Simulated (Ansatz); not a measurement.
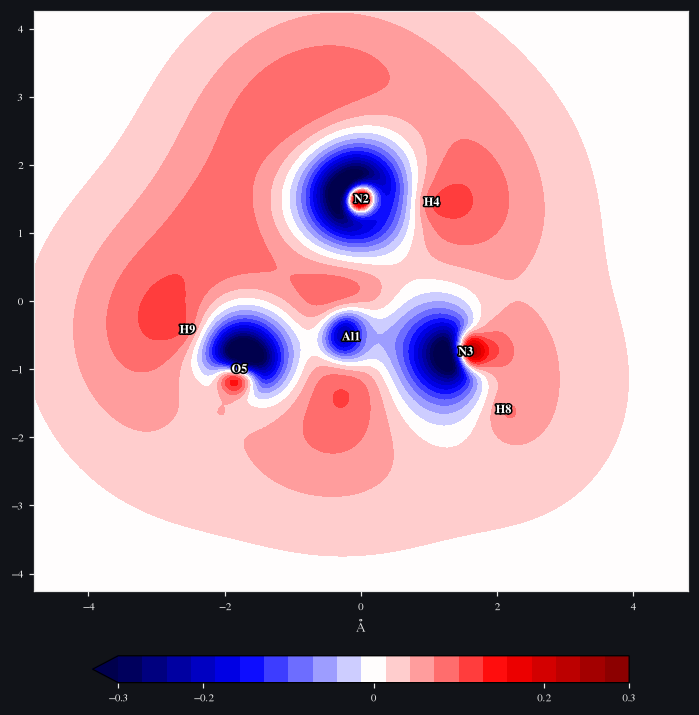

*AlH5N2O. The LUMO on the plane of atoms Al1, O5 and H9 (values in Å⁻³ᐟ²; the overall sign is arbitrary).*

These are results of RKS B3LYP-D4/def2-mTZVP in Ansatz 0.2.0, not measurements.

```xyz
9

Al   -0.6732   -0.2090   -0.4369
N     0.9890    0.3610    0.5731
N    -1.0760   -1.3948    0.6987
H     0.8151   -0.3371    1.3091
O    -0.8478    0.7259   -1.8566
H     1.9013    0.1843    0.1597
H     1.0137    1.2858    0.9955
H    -1.8521   -2.0451    0.7226
H    -0.2700    1.4291   -2.1651
```

> Where does this orbital lie, and at what energy?

It lies mainly on Al1 (about 35 %), H6 (about 15 %), H7 (about 15 %), N2 (about 10 %), H9 (about 5 %) and O5 (about 5 %). Its energy is −1.04 eV.
